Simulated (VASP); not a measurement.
Band structure of AlN (zinc blende). All values below come from vdW-DF2, VASP's PBE PAW potentials (set 64) (plane waves; VASP).

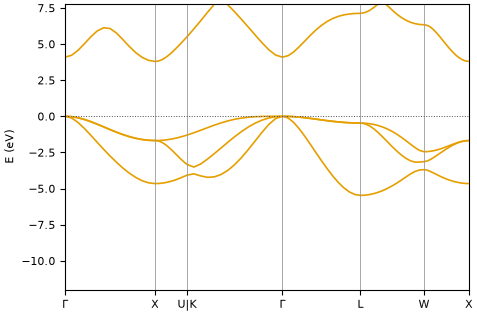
Fig. 1. Bands along high-symmetry lines, zero at the valence-band maximum or, without a gap, the Fermi level

Question: Read the plot: is there a gap, and where are the band edges?

Answer: The gap is indirect, 3.80 eV, from the valence maximum at Γ to the conduction minimum at X. (Edges off the drawn lines would not show.)

Measured: gap 5.34 eV (computed value off by -1.54 eV), as given by Daiki Deguchi et al., Japanese Journal of Applied Physics (2016), arXiv:1512.06930.

The compound is AlN in the zinc blende structure, a metastable form; wurtzite is the usual one. It was relaxed first.
